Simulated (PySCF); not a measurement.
**Geometry relaxation of C₄H₈FPSi (part 1 of 2)**

The run: geometry relaxation of C₄H₈FPSi. Method and program: PBE0-D3(BJ)/def2-SVP geometry optimisation, gas phase (PySCF 2.14.0).

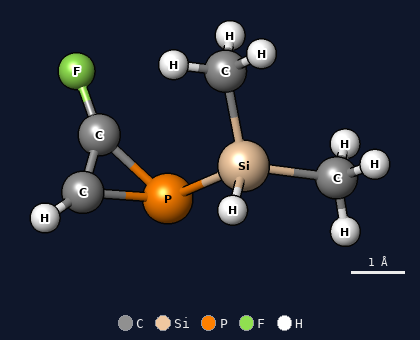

**Figure 1.** The structure as given in the input (ball-and-stick view, seen at a tilt). Bond lengths as drawn: C–C 1.30 Å, C–F 1.33 Å, C–H 1.06 to 1.10 Å, C–P 1.81 to 1.85 Å, C–Si 1.91 Å, H–Si 1.47 Å and P–Si 2.32 Å.

**Input**
```
{"job": {"xc": "PBE0", "basis": "def2-SVP", "d3": "d3bj", "grid": 1, "shake": 0.01, "kind": "geom"}, "charge": 0, "multiplicity": 1}
C     -0.468160     0.889240     1.258550
Si    -0.657820     0.016600    -0.426690
C     -1.965650    -1.373690    -0.361180
P      1.363130    -0.954010    -1.011440
C      2.428740     0.545530    -1.193710
C      2.486330     0.033750     0.003210
F      3.071190     0.157190     1.189030
H     -1.419280     1.341490     1.574400
H      0.227230     1.733840     1.208380
H     -0.146230     0.234690     2.041260
H     -1.044240     1.016890    -1.433190
H     -1.686650    -2.112040     0.406470
H     -2.039840    -1.873200    -1.317190
H     -2.946590    -0.978370    -0.109530
H      2.782500     1.304730    -1.835610
```

The first line tells a small driver script what to run in PySCF; the rest is the geometry in Å.

Run as:
```bash
OMP_NUM_THREADS=1 python <driver script> task.json out
```

**Log**
```
step   0  E = -886.94460271  max force = 0.026828
step   1  E = -886.94825131  max force = 0.005013
step   2  E = -886.94890467  max force = 0.001632
step   3  E = -886.94903751  max force = 0.001221
step   4  E = -886.94910577  max force = 0.000685
step   5  E = -886.94915579  max force = 0.001102
step   6  E = -886.94922123  max force = 0.001427
step   7  E = -886.94930038  max force = 0.001374
step   8  E = -886.94938223  max force = 0.000659
step   9  E = -886.94941611  max force = 0.000583
step  10  E = -886.94946006  max force = 0.000412
step  11  E = -886.94955430  max force = 0.001086
step  12  E = -886.94960359  max force = 0.000634
step  13  E = -886.94934937  max force = 0.004390
step  14  E = -886.94977744  max force = 0.001682
step  15  E = -886.94981703  max force = 0.001274
step  16  E = -886.94994039  max force = 0.000748
step  17  E = -886.94994905  max force = 0.000436
optimisation converged
```

**Trajectory as extended XYZ (Å, eV, eV/Å), 18 frames, from step=0 to step=17**
```
15
Properties=species:S:1:pos:R:3:forces:R:3 step=0 energy=-24134.99196
C    -0.4682    0.8892    1.2586   -0.5553   0.6376  -0.9825
Si   -0.6578    0.0166   -0.4267   -0.1285  -0.6413   0.8688
C    -1.9656   -1.3737   -0.3612    0.7244   0.5695   0.5180
P     1.3631   -0.9540   -1.0114   -0.6093  -0.5653  -0.1131
C     2.4287    0.5455   -1.1937    0.1635  -0.4222   1.3795
C     2.4863    0.0338    0.0032    0.5552   0.3143   0.5041
F     3.0712    0.1572    1.1890   -0.4759  -0.0719  -0.9048
H    -1.4193    1.3415    1.5744   -0.2146  -0.0974  -0.0341
H     0.2272    1.7338    1.2084    0.3093   0.0404  -0.1359
H    -0.1462    0.2347    2.0413    0.3795  -0.7753   0.7323
H    -1.0442    1.0169   -1.4332   -0.0787   0.3449  -0.4261
H    -1.6866   -2.1120    0.4065   -0.0010  -0.0388  -0.0323
H    -2.0398   -1.8732   -1.3172   -0.0102  -0.3566  -0.5991
H    -2.9466   -0.9784   -0.1095   -0.4426   0.1884   0.1319
H     2.7825    1.3047   -1.8356    0.3843   0.8737  -0.9067
15
Properties=species:S:1:pos:R:3:forces:R:3 step=1 energy=-24135.09125
C    -0.5028    0.8463    1.1873   -0.0030  -0.0181   0.1647
Si   -0.6206   -0.0467   -0.4687   -0.0789   0.0564   0.0331
C    -1.9446   -1.3880   -0.4148    0.0597   0.0125  -0.1128
P     1.4597   -0.9620   -0.9141   -0.0019  -0.0501   0.0345
C     2.5309    0.5964   -1.0556   -0.0135   0.2578  -0.2025
C     2.4295    0.1514    0.1550   -0.1212  -0.2155  -0.0842
F     2.7671    0.3751    1.3903    0.1900   0.0601   0.2148
H    -1.4706    1.2873    1.4716   -0.0649  -0.0219  -0.0219
H     0.2243    1.6707    1.1450    0.0560  -0.0017  -0.0207
H    -0.1905    0.1621    1.9990   -0.0468   0.0768  -0.1684
H    -0.9557    0.9490   -1.5443    0.0276  -0.0338   0.0084
H    -1.7138   -2.1317    0.3622    0.0159  -0.0404   0.0218
H    -2.0147   -1.9136   -1.3814    0.0064   0.0056   0.0476
H    -2.9353   -0.9608   -0.1906    0.0286   0.0275  -0.0005
H     2.9132    1.3474   -1.7483   -0.0539  -0.1153   0.0862
15
Properties=species:S:1:pos:R:3:forces:R:3 step=2 energy=-24135.10903
C    -0.5340    0.8671    1.1892   -0.0278   0.0654   0.0295
Si   -0.6222   -0.0402   -0.4592    0.0169   0.0033   0.0839
C    -1.9333   -1.3884   -0.4176    0.0144  -0.0199  -0.0309
P     1.4553   -0.9669   -0.8997   -0.0254   0.0252  -0.0363
C     2.5078    0.6031   -1.0475   -0.0224   0.0501   0.0129
C     2.4734    0.1191    0.1538   -0.0816  -0.0559  -0.0204
F     2.8938    0.3073    1.3743    0.0715   0.0140   0.0378
H    -1.5125    1.3011    1.4520    0.0001  -0.0128  -0.0142
H     0.1944    1.6919    1.1510    0.0137  -0.0167  -0.0111
H    -0.2326    0.1867    2.0012   -0.0052  -0.0086  -0.0227
H    -0.9462    0.9438   -1.5463    0.0342  -0.0204  -0.0258
H    -1.7069   -2.1293    0.3654   -0.0013   0.0004  -0.0034
H    -1.9896   -1.9187   -1.3810    0.0000  -0.0031   0.0060
H    -2.9265   -0.9617   -0.2061   -0.0030   0.0004   0.0006
H     2.8554    1.3681   -1.7368    0.0159  -0.0216  -0.0060
15
Properties=species:S:1:pos:R:3:forces:R:3 step=3 energy=-24135.11264
C    -0.5489    0.8819    1.1908   -0.0198   0.0357  -0.0204
Si   -0.6232   -0.0365   -0.4518    0.0105  -0.0140   0.0628
C    -1.9289   -1.3905   -0.4213   -0.0012   0.0020   0.0015
P     1.4481   -0.9640   -0.8990   -0.0058   0.0209  -0.0460
C     2.4973    0.6086   -1.0369   -0.0180   0.0033   0.0494
C     2.4864    0.1010    0.1557   -0.0211   0.0038   0.0140
F     2.9472    0.2634    1.3672    0.0070  -0.0110  -0.0224
H    -1.5301    1.3165    1.4408    0.0087   0.0021  -0.0024
H     0.1841    1.7026    1.1521    0.0003  -0.0102  -0.0040
H    -0.2554    0.2021    2.0049   -0.0008  -0.0147   0.0159
H    -0.9325    0.9384   -1.5507    0.0172  -0.0112  -0.0238
H    -1.7063   -2.1298    0.3644   -0.0020   0.0041  -0.0004
H    -1.9746   -1.9230   -1.3837    0.0051   0.0022  -0.0064
H    -2.9257   -0.9677   -0.2188   -0.0058  -0.0074  -0.0012
H     2.8386    1.3800   -1.7212    0.0256  -0.0057  -0.0167
15
Properties=species:S:1:pos:R:3:forces:R:3 step=4 energy=-24135.11450
C    -0.5614    0.8972    1.1888    0.0000  -0.0034  -0.0328
Si   -0.6257   -0.0318   -0.4477    0.0016  -0.0102   0.0206
C    -1.9263   -1.3908   -0.4245   -0.0102   0.0084   0.0208
P     1.4400   -0.9573   -0.9092    0.0085   0.0132  -0.0349
C     2.4943    0.6141   -1.0202   -0.0187  -0.0055   0.0352
C     2.4924    0.0783    0.1600    0.0278   0.0182   0.0313
F     2.9804    0.2048    1.3657   -0.0310  -0.0196  -0.0340
H    -1.5431    1.3355    1.4289    0.0071   0.0107   0.0020
H     0.1763    1.7132    1.1478   -0.0016   0.0008   0.0038
H    -0.2754    0.2195    2.0074   -0.0025  -0.0043   0.0216
H    -0.9226    0.9342   -1.5582   -0.0040  -0.0047  -0.0107
H    -1.7050   -2.1283    0.3634   -0.0020   0.0038  -0.0012
H    -1.9611   -1.9243   -1.3868    0.0059   0.0031  -0.0082
H    -2.9273   -0.9746   -0.2293   -0.0026  -0.0061  -0.0038
H     2.8408    1.3931   -1.6934    0.0217  -0.0043  -0.0098
15
Properties=species:S:1:pos:R:3:forces:R:3 step=5 energy=-24135.11586
C    -0.5683    0.9140    1.1803    0.0197  -0.0263  -0.0250
Si   -0.6301   -0.0252   -0.4497   -0.0039  -0.0023  -0.0225
C    -1.9251   -1.3894   -0.4267   -0.0096   0.0067   0.0287
P     1.4308   -0.9465   -0.9315    0.0133   0.0077  -0.0201
C     2.4959    0.6205   -0.9946   -0.0173  -0.0073   0.0187
C     2.4915    0.0470    0.1676    0.0567   0.0112   0.0254
F     2.9931    0.1245    1.3715   -0.0482  -0.0128  -0.0217
H    -1.5486    1.3583    1.4142    0.0025   0.0131   0.0022
H     0.1738    1.7256    1.1345   -0.0012   0.0059   0.0082
H    -0.2876    0.2403    2.0046   -0.0039   0.0050   0.0145
H    -0.9220    0.9326   -1.5692   -0.0239  -0.0008   0.0035
H    -1.7012   -2.1245    0.3627   -0.0014   0.0019  -0.0017
H    -1.9519   -1.9240   -1.3886    0.0035   0.0019  -0.0053
H    -2.9302   -0.9813   -0.2351    0.0006  -0.0002  -0.0054
H     2.8562    1.4108   -1.6474    0.0131  -0.0038   0.0006
15
Properties=species:S:1:pos:R:3:forces:R:3 step=6 energy=-24135.11764
C    -0.5680    0.9387    1.1589    0.0377  -0.0382  -0.0014
Si   -0.6385   -0.0132   -0.4623   -0.0088   0.0111  -0.0734
C    -1.9241   -1.3862   -0.4278   -0.0010  -0.0033   0.0284
P     1.4170   -0.9247   -0.9771    0.0104   0.0030  -0.0019
C     2.5022    0.6301   -0.9465   -0.0078  -0.0057  -0.0053
C     2.4792   -0.0063    0.1822    0.0683  -0.0159   0.0054
F     2.9782   -0.0095    1.3885   -0.0396   0.0169   0.0149
H    -1.5442    1.3923    1.3912   -0.0047   0.0094   0.0001
H     0.1792    1.7449    1.1026    0.0007   0.0065   0.0098
H    -0.2895    0.2720    1.9905   -0.0051   0.0120  -0.0031
H    -0.9373    0.9344   -1.5892   -0.0461   0.0011   0.0194
H    -1.6898   -2.1167    0.3629   -0.0013  -0.0015  -0.0017
H    -1.9454   -1.9233   -1.3886   -0.0027  -0.0017   0.0007
H    -2.9336   -0.9902   -0.2351    0.0037   0.0087  -0.0063
H     2.8908    1.4405   -1.5574   -0.0037  -0.0025   0.0142
15
Properties=species:S:1:pos:R:3:forces:R:3 step=7 energy=-24135.11979
C    -0.5569    0.9425    1.1437    0.0286  -0.0217   0.0177
Si   -0.6426   -0.0100   -0.4762   -0.0072   0.0213  -0.0707
C    -1.9245   -1.3861   -0.4263    0.0110  -0.0118   0.0143
P     1.4156   -0.9133   -0.9998    0.0075   0.0015   0.0084
C     2.5078    0.6350   -0.9247    0.0006   0.0037  -0.0182
C     2.4652   -0.0212    0.1917    0.0344  -0.0372  -0.0071
F     2.9396   -0.0472    1.4068   -0.0076   0.0232   0.0293
H    -1.5299    1.3992    1.3837   -0.0075   0.0035  -0.0014
H     0.1905    1.7481    1.0814    0.0028   0.0029   0.0057
H    -0.2731    0.2778    1.9754   -0.0054   0.0100  -0.0151
H    -0.9593    0.9364   -1.5993   -0.0415  -0.0016   0.0197
H    -1.6817   -2.1143    0.3639   -0.0015  -0.0028   0.0000
H    -1.9519   -1.9253   -1.3860   -0.0059  -0.0033   0.0056
H    -2.9336   -0.9926   -0.2269    0.0045   0.0124  -0.0042
H     2.9110    1.4539   -1.5147   -0.0129  -0.0001   0.0159
15
Properties=species:S:1:pos:R:3:forces:R:3 step=8 energy=-24135.12202
C    -0.5380    0.9426    1.1215   -0.0032   0.0144   0.0217
Si   -0.6481   -0.0080   -0.4985    0.0062   0.0181  -0.0184
C    -1.9227   -1.3898   -0.4196    0.0178  -0.0183  -0.0057
P     1.4178   -0.8998   -1.0260   -0.0026   0.0119   0.0043
C     2.5112    0.6441   -0.9022    0.0174  -0.0011  -0.0149
C     2.4497   -0.0325    0.2011   -0.0257  -0.0339  -0.0134
F     2.8897   -0.0733    1.4284    0.0281   0.0135   0.0215
H    -1.5077    1.3984    1.3771   -0.0036  -0.0050  -0.0023
H     0.2061    1.7508    1.0509    0.0032  -0.0033  -0.0012
H    -0.2409    0.2788    1.9490   -0.0026  -0.0007  -0.0160
H    -1.0030    0.9372   -1.6107   -0.0138  -0.0065   0.0055
H    -1.6661   -2.1130    0.3706   -0.0015  -0.0009   0.0034
H    -1.9659   -1.9345   -1.3756   -0.0060  -0.0032   0.0071
H    -2.9286   -0.9950   -0.2069    0.0018   0.0083   0.0008
H     2.9227    1.4767   -1.4663   -0.0154   0.0066   0.0076
15
Properties=species:S:1:pos:R:3:forces:R:3 step=9 energy=-24135.12294
C    -0.5361    0.9497    1.1110   -0.0086   0.0171   0.0080
Si   -0.6521   -0.0044   -0.5068    0.0097   0.0062   0.0006
C    -1.9180   -1.3935   -0.4140    0.0122  -0.0144  -0.0054
P     1.4156   -0.8885   -1.0433   -0.0078   0.0199  -0.0029
C     2.5101    0.6513   -0.8886    0.0217  -0.0121  -0.0108
C     2.4483   -0.0468    0.2012   -0.0300  -0.0168  -0.0045
F     2.8880   -0.1092    1.4280    0.0221   0.0095   0.0148
H    -1.5062    1.4027    1.3708   -0.0008  -0.0055  -0.0015
H     0.2055    1.7597    1.0356    0.0019  -0.0037  -0.0013
H    -0.2330    0.2873    1.9370    0.0005  -0.0043  -0.0072
H    -1.0251    0.9355   -1.6171   -0.0044  -0.0064  -0.0019
H    -1.6534   -2.1120    0.3778   -0.0008   0.0006   0.0035
H    -1.9661   -1.9428   -1.3671   -0.0036  -0.0027   0.0042
H    -2.9238   -1.0010   -0.1965    0.0003   0.0030   0.0015
H     2.9224    1.4948   -1.4354   -0.0125   0.0096   0.0029
```
